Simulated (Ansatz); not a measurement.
```xyz
5

Si    0.8718    0.1477    0.6996
F     0.6044    0.0134   -1.1387
H    -0.2707   -0.7022   -0.8497
Cl   -0.2287    1.8960    0.9355
Cl   -0.9767   -1.3549    0.3532
```

A transition-state structure; geometry: PBE0-D4/def2-TZVP.

The calculation used RKS PBE0-D4/def2-TZVPP (Ansatz).

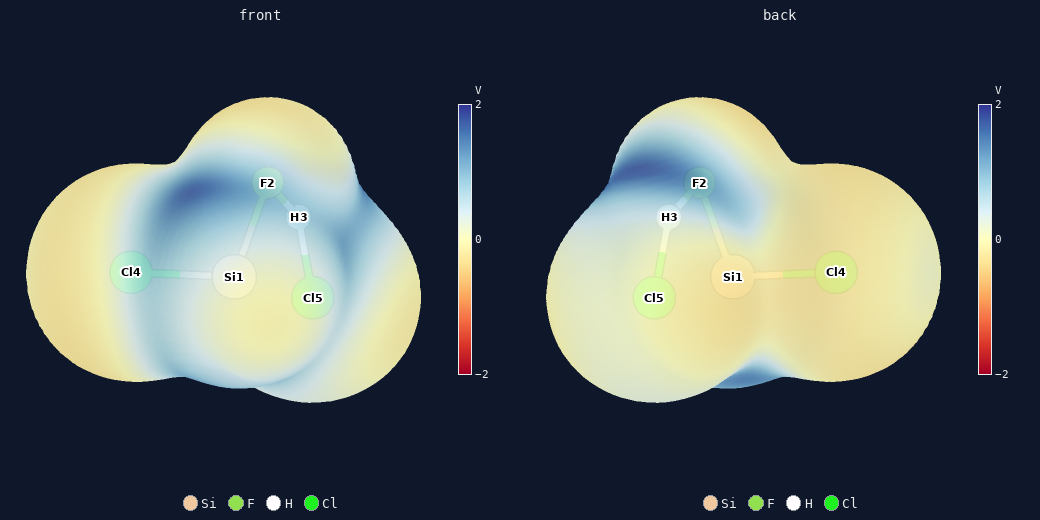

Cl$_{2}$FHSi. The electrostatic potential painted on the density surface at 0.002 e/bohr³, seen from the front and from behind; the colour scale runs from red (negative) to blue (positive).

Q: Where is the surface potential most negative and most positive?

A: The most negative region (about −0.3 V) lies over F2, Cl4 and Cl5, the most positive (about +1.7 V, or +39 kcal/mol for a unit charge) over Si1 and H3.
